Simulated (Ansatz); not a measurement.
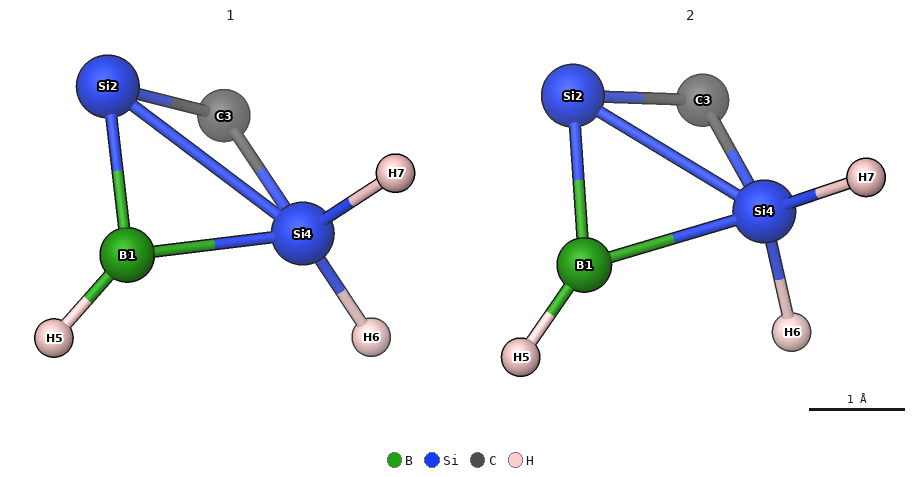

Two geometries of CH$_{3}$BSi$_{2}$, drawn at one scale. One is the start of a relaxation, the other its converged end. The picture is a ball-and-stick view, seen at a tilt.

Computed with Ansatz 0.2.0, RKS PBE0-D4/def2-TZVP. Set-up: force threshold 0.005 eV/Å; at most 200 steps.

Which of the two is the end point?

Structure 2 is the relaxed one. After 9 accepted moves (10 points after the start) the energy has fallen by 0.587 eV. The largest force component goes from 2 to 0.0037 eV/Å. The line search rejected the trial step at point 6 of the run. The largest move after the best rigid fit is that of H6, 0.42 Å. By element the largest moves are H 0.42 Å, C 0.26 Å, Si 0.24 Å, B 0.12 Å. Among the contacts that change: Si2–Si4 2.570 → 2.366 Å, B1–Si4 1.954 → 2.043 Å, B1–Si2 1.880 → 1.934 Å, C3–Si4 1.944 → 1.894 Å. Among the angles between lasting bonds that change: B1–Si4–H6 121.2° → 93.9°, Si2–Si4–H6 147.3° → 123.7°, Si2–Si4–H7 105.5° → 123.5°. The run took 41 s on 2 threads of Arm Neoverse V1, on a shared host.
